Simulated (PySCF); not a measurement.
# C5H8NP3: the cost of one run

Programs: PySCF 2.14.0, with routines of our own; each step states its level. All values are computed. Atoms count from 0.

### Step 1. The system as given

17 atoms, charge 0, multiplicity 1; geometry from: GFN2-xTB.

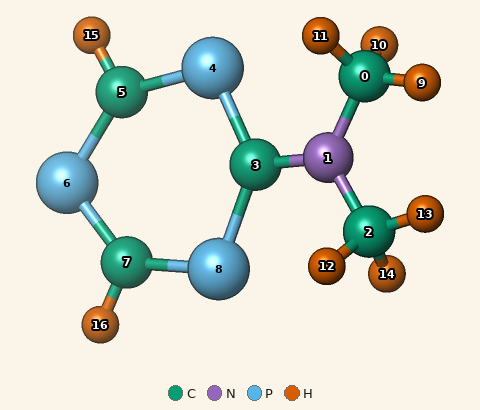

The starting geometry (carbon teal, nitrogen purple, phosphorus blue, hydrogen orange).

### Step 2. Magnetic properties: GIAO B3LYP/pcSseg-1

What the job is given:

```
{"job": {"kind": "mag", "xc": "B3LYP", "basis": "pcSseg-1", "isotopologues": 0}, "charge": 0, "multiplicity": 1}
C     -1.839905    -0.996233     0.860631
N     -1.167899    -0.072891    -0.011897
C     -1.934299     0.750780    -0.906100
C      0.190245     0.013093     0.001255
P      0.999552    -1.067291     1.153726
C      2.688744    -0.780043     1.002958
P      3.699082     0.249126     0.048996
C      2.586585     1.127478    -0.941357
P      0.879049     1.183889    -1.141021
H     -2.915269    -0.930314     0.715165
H     -1.515362    -2.023733     0.659919
H     -1.609205    -0.774154     1.908741
H     -1.735253     1.812253    -0.718816
H     -2.995830     0.561189    -0.767127
H     -1.668872     0.542088    -1.949036
H      3.252646    -1.411543     1.688835
H      3.078993     1.828336    -1.614781
```

Level: GIAO B3LYP/pcSseg-1 magnetisability, rotational g tensor and spin-rotation constants, non-relativistic, gas phase.

Started as:

```
$ OMP_NUM_THREADS=1 python excited_run.py task.json out
```

The driver reads the jobs from task.json and runs them one after another.

**Question.** How long does this first job take on 1 thread of Arm Neoverse V2, shared host, and how much memory does it need?

About 39 s, with a peak of 0.97 GiB.
